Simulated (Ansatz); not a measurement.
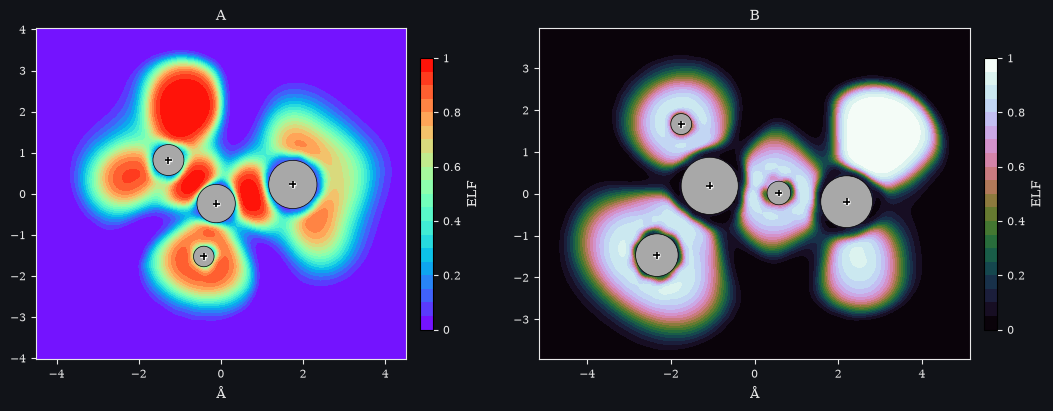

The ELF of 2 systems, each on a plane through atoms (crosses mark nuclei in the plane; grey discs cover the cores).

Theory: RHF/6-31G* in Ansatz 0.2.0.

System 1: CH₅BFP···HF, the plane of atoms F3, B1 and P8. Not at a stationary point (largest force 0.6 eV/Å).

```yaml
atoms:
  - { symbol: B, position_ang: [0.1306, 0.4755, -0.1179] }
  - { symbol: F, position_ang: [-0.7217, -0.3228, 2.1235] }
  - { symbol: F, position_ang: [1.1055, -0.4181, -0.1376] }
  - { symbol: C, position_ang: [-1.2225, 0.1515, -0.8512] }
  - { symbol: H, position_ang: [-1.4967, -0.8873, -0.6984] }
  - { symbol: H, position_ang: [-2.0517, 0.7768, -0.5341] }
  - { symbol: H, position_ang: [-1.0920, 0.2996, -1.9232] }
  - { symbol: P, position_ang: [0.4923, 2.1487, 0.7586] }
  - { symbol: H, position_ang: [1.8258, 2.3795, 0.4023] }
  - { symbol: H, position_ang: [-0.1068, 3.0661, -0.1101] }
  - { symbol: H, position_ang: [-0.5056, 0.4777, 2.5172] }
```

System 2: AlClFH₃OSi, the plane of atoms F7, Al1 and Cl8. 

```xyz
8

Al   -0.1242    0.0101   -0.1738
O    -0.7397   -0.2283    1.3509
Si   -1.3821   -0.4607    2.8343
H    -2.5409   -1.3665    2.7431
H    -0.3765   -1.0596    3.7298
H    -1.8195    0.8298    3.3954
F     1.4805    0.1372   -0.4095
Cl   -1.3683    0.1573   -1.8373
```

### Match each panel to its system.

Panel A is system 1, CH₅BFP···HF: the plane holds B, F, C and P. B–F (1.32 Å): the ELF peaks at about 0.85 between the atoms, as expected for a shared but strongly polarised pair. Panel B is system 2, AlClFH₃OSi: the plane holds Al, O, Si, F and Cl. Al–F (1.63 Å): the ELF peaks at about 0.85 in the valence shell of F, 0.6 Å from its nucleus, and is about 0.20 at the midpoint.
